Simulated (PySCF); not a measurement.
Molecule: H4F3NO3Si2, SMILES O[Si](O)(O)N[Si](F)(F)F. Atoms near the plane z = 0.0 Å, at the PBE0/def2-SVP optimised geometry (x, y, z in Å): Si1 (-0.2, 0.0, 0.0), F2 (1.5, 0.0, 0.0), F3 (-0.6, 1.6, 0.0), H10 (-1.5, -1.6, -1.1).

Calculation: PBE0/def2-TZVP (PySCF 2.14.0). Cells within 0.4 Å of a nucleus heavier than hydrogen are left out (blank, or x). The values are rescaled to run from 0 to 1.

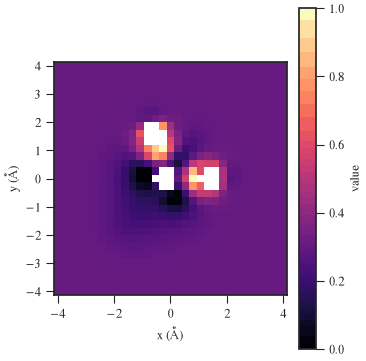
*a field on the plane z = 0.0 Å.*

### Question
Which quantity is mapped?
A. electron localisation function
B. Laplacian of the electron density
C. electrostatic potential
D. deformation density (molecule minus spherical neutral atoms)

### Answer
D, deformation density (molecule minus spherical neutral atoms). In full: deformation density (molecule minus spherical neutral atoms) (e/bohr³).
